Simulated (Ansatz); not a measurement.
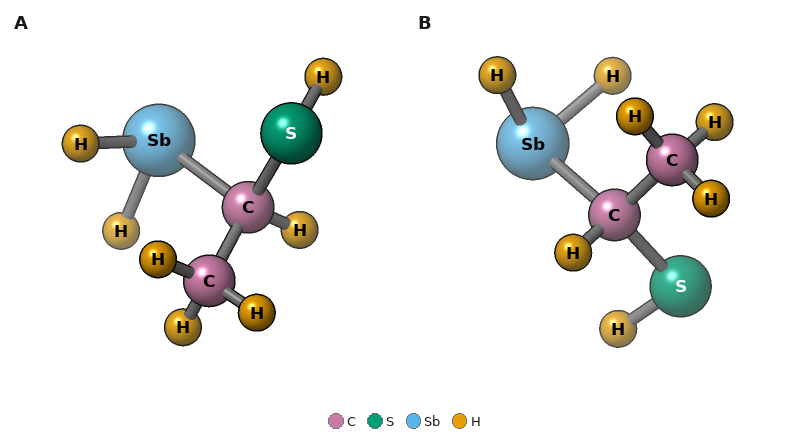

Atoms fade into the background with distance from the viewer. The computed structure is the end point of a PBE0-D4/def2-TZVP optimisation. No frequency run is at hand to confirm it as a minimum.

How are A and B related: the same structure turned, mirror images, conformers, diastereomers or constitutional isomers?

They are the same structure, C2H7SSb (C[C@H](S)[SbH2]), seen from two directions: a rotation takes one into the other. The geometry is chiral (C1), so its mirror image would differ.
